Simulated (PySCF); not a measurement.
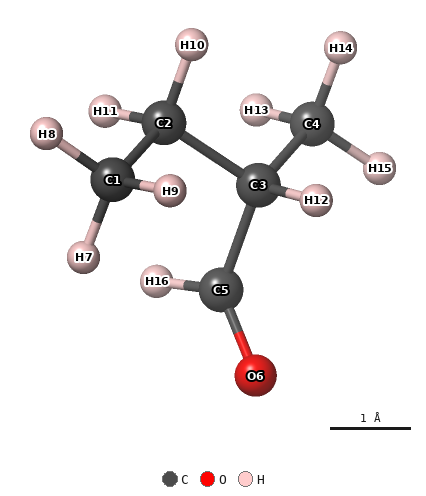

Figure 1. The structure as given in the input (ball-and-stick view, seen at a tilt; atoms are numbered from 1 in the order of the input). Bond lengths as drawn: C–C 1.50 to 1.53 Å, C–H 1.09 to 1.11 Å and C–O 1.20 Å.

**What a change does: NMR shielding calculation on C5H10O**

System: C5H10O (2-methylbutyraldehyde).
Method of the first run: GIAO PBE0/pcSseg-1 NMR shielding, non-relativistic, gas phase (PySCF 2.14.0).

The geometry comes from this level: GFN2-xTB. Text and figures count atoms from 1; the logs count them from 0 in places.

### Input, the first run
```
{"job": {"kind": "nmr", "xc": "PBE0", "basis": "pcSseg-1"}, "charge": 0, "multiplicity": 1}
C      1.999430    -0.227722    -0.135922
C      0.583005    -0.788764    -0.096051
C     -0.432498     0.256196     0.379261
C     -1.835793    -0.349399     0.481743
C     -0.493241     1.395989    -0.600654
O     -0.361360     2.557191    -0.337440
H      2.058894     0.617559    -0.818119
H      2.700857    -0.989439    -0.467873
H      2.303530     0.112038     0.851536
H      0.548617    -1.644097     0.581854
H      0.298864    -1.140116    -1.091212
H     -0.131790     0.647769     1.355870
H     -2.162347    -0.720859    -0.487726
H     -1.832338    -1.178343     1.185711
H     -2.549372     0.395400     0.826996
H     -0.702055     1.065539    -1.639387
```

The first line tells a small driver script what to run in PySCF; the rest is the geometry in Å.

Command:
```bash
OMP_NUM_THREADS=1 python <driver script> task.json out
```

Hardware: 1 CPU thread, shared host.

### Output (the first run)
```
coarse grid: 12720 points
cycle   1  E = -271.2416199835  dE =  6.120e-01  |g| = 7.737e-01  |ddm| = 3.320e+00
cycle   2  E = -270.9159502649  dE =  3.257e-01  |g| = 1.519e+00  |ddm| = 1.979e+00
cycle   3  E = -271.3597346770  dE = -4.438e-01  |g| = 1.692e-01  |ddm| = 1.505e+00
cycle   4  E = -271.3662121063  dE = -6.477e-03  |g| = 5.424e-02  |ddm| = 1.748e-01
cycle   5  E = -271.3668781672  dE = -6.661e-04  |g| = 9.745e-03  |ddm| = 5.051e-02
cycle   6  E = -271.3668966798  dE = -1.851e-05  |g| = 3.557e-03  |ddm| = 8.624e-03
cycle   7  E = -271.3668993609  dE = -2.681e-06  |g| = 7.462e-04  |ddm| = 3.592e-03
final grid: 120968 points
cycle   8  E = -271.4141230435  dE = -3.077e-05  |g| = 1.274e-02  |ddm| = 3.109e-02
cycle   9  E = -271.4140494862  dE =  7.356e-05  |g| = 2.334e-02  |ddm| = 2.465e-02
cycle  10  E = -271.4141559135  dE = -1.064e-04  |g| = 2.775e-03  |ddm| = 1.718e-02
cycle  11  E = -271.4141575309  dE = -1.617e-06  |g| = 1.848e-04  |ddm| = 2.015e-03
cycle  12  E = -271.4141575382  dE = -7.342e-09  |g| = 8.228e-05  |ddm| = 3.024e-04
cycle  13  E = -271.4141575397  dE = -1.510e-09  |g| = 2.030e-05  |ddm| = 8.186e-05
cycle  14  E = -271.4141575398  dE = -9.209e-11  |g| = 4.519e-06  |ddm| = 1.865e-05
converged SCF energy = -271.4141575398

GIAO shielding tensors (ppm)
atom      isotropic    diamagn.    paramagn.     s11        s22        s33       span
  0 C      171.451     247.200     -75.749    160.686    167.786    185.879     25.193
  1 C      157.642     249.130     -91.488    144.779    154.364    173.783     29.004
  2 C      134.511     250.979    -116.469    116.733    133.225    153.575     36.842
  3 C      169.389     246.962     -77.573    153.789    167.031    187.348     33.559
  4 C      -24.384     250.667    -275.051   -123.829    -27.740     78.417    202.246
  5 O     -366.071     397.981    -764.052   -979.583   -457.246    338.617   1318.200
  6 H       30.916      30.265       0.651     26.467     29.784     36.497     10.030
  7 H       30.563      28.617       1.945     25.803     27.855     38.030     12.226
  8 H       30.803      30.185       0.618     26.630     28.763     37.018     10.388
  9 H       30.304      32.181      -1.877     25.544     30.113     35.257      9.712
 10 H       30.142      32.472      -2.330     25.690     30.264     34.473      8.783
 11 H       29.801      33.674      -3.873     26.787     29.678     32.937      6.150
 12 H       30.609      30.241       0.368     26.584     29.262     35.983      9.399
 13 H       30.556      29.900       0.656     26.663     28.453     36.551      9.887
 14 H       30.664      29.154       1.510     25.834     28.122     38.035     12.201
 15 H       22.080      30.088      -8.008     18.732     21.930     25.579      6.846
```

For the second run the input was changed thus:
```diff
-"xc": "PBE0"
-"basis": "pcSseg-1"
+"xc": "HSE06"
+"basis": "def2-SVPD"
+"pop": false
+"scf": {"aux": "def2-qzvpp-jkfit"}
```

What does this change do to the results?

The total energies belong to different models, so their difference says nothing on which is more stable or more accurate. The HOMO goes from −7.25 to −6.95 eV. The LUMO goes from −0.57 to −1.13 eV. The dipole moment goes from 2.90 to 3.03 D. Of all shieldings, the largest change is that of O6, by +78.1 ppm. The functional changes from PBE0 to HSE06. The SCF takes 10 iterations against 14. The basis functions go from 152 to 203.

### Output (the second run)
```
final grid: 120968 points
cycle   1  E = -271.1625297684  dE =  5.253e-01  |g| = 7.546e-01  |ddm| = 5.529e+00
cycle   2  E = -270.7519368903  dE =  4.106e-01  |g| = 1.608e+00  |ddm| = 3.435e+00
cycle   3  E = -271.2779608620  dE = -5.260e-01  |g| = 1.965e-01  |ddm| = 2.749e+00
cycle   4  E = -271.2869973531  dE = -9.036e-03  |g| = 5.975e-02  |ddm| = 3.476e-01
cycle   5  E = -271.2878454851  dE = -8.481e-04  |g| = 1.084e-02  |ddm| = 1.036e-01
cycle   6  E = -271.2878706609  dE = -2.518e-05  |g| = 3.838e-03  |ddm| = 2.218e-02
cycle   7  E = -271.2878740707  dE = -3.410e-06  |g| = 6.805e-04  |ddm| = 6.183e-03
cycle   8  E = -271.2878741605  dE = -8.979e-08  |g| = 2.075e-04  |ddm| = 1.544e-03
cycle   9  E = -271.2878741709  dE = -1.042e-08  |g| = 3.507e-05  |ddm| = 4.556e-04
cycle  10  E = -271.2878741712  dE = -2.829e-10  |g| = 1.110e-05  |ddm| = 9.737e-05
converged SCF energy = -271.2878741712

GIAO shielding tensors (ppm)
atom      isotropic    diamagn.    paramagn.     s11        s22        s33       span
  0 C      180.622     260.594     -79.972    171.347    178.175    192.345     20.998
  1 C      165.864     263.292     -97.428    154.800    162.287    180.505     25.704
  2 C      142.749     282.582    -139.833    123.360    142.666    162.220     38.861
  3 C      178.544     257.874     -79.330    164.685    177.277    193.671     28.986
  4 C       -7.697     257.318    -265.015    -99.359    -17.765     94.032    193.391
  5 O     -287.998     380.987    -668.986   -848.545   -374.420    358.970   1207.515
  6 H       31.056      32.898      -1.842     26.647     30.000     36.520      9.873
  7 H       30.765      24.950       5.816     26.179     28.173     37.944     11.765
  8 H       30.976      31.017      -0.041     26.942     29.010     36.976     10.035
  9 H       30.375      38.163      -7.788     25.662     30.334     35.129      9.468
 10 H       30.145      37.605      -7.460     25.650     30.328     34.456      8.805
 11 H       29.694      46.041     -16.347     26.677     29.634     32.772      6.096
 12 H       30.732      30.358       0.374     26.822     29.451     35.922      9.101
 13 H       30.744      30.338       0.406     26.937     28.857     36.438      9.501
 14 H       30.873      26.563       4.310     26.226     28.306     38.087     11.861
 15 H       22.109      34.517     -12.408     18.457     22.272     25.599      7.142
```

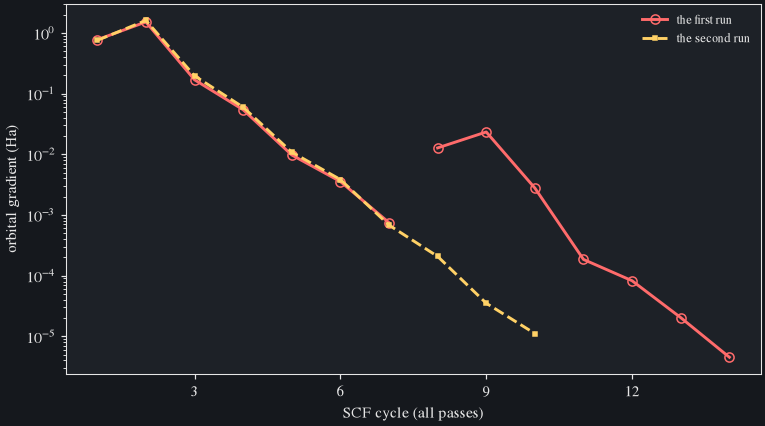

Figure 2. Convergence of the two runs: orbital gradient against the SCF cycle. A break in a curve parts two SCF passes (coarse and final grid). The first run takes 14 cycles in all, and the second run takes 10.

### The two runs side by side

```csv
quantity,the first run,the second run
outcome,converged,converged
total energy (hartree),−271.414158,−271.287874
HOMO (eV),−7.25,−6.95
LUMO (eV),−0.57,−1.13
dipole moment (D),2.90,3.03
shielding of C1 (ppm),171.5,180.6
shielding of C2 (ppm),157.6,165.9
shielding of C3 (ppm),134.5,142.7
shielding of C4 (ppm),169.4,178.5
shielding of C5 (ppm),−24.4,−7.7
shielding of O6 (ppm),−366.1,−288.0
shielding of H15 (ppm),30.7,30.9
SCF iterations,14,10
basis functions,152,203
wall time (shared host),20 s,55 s
```
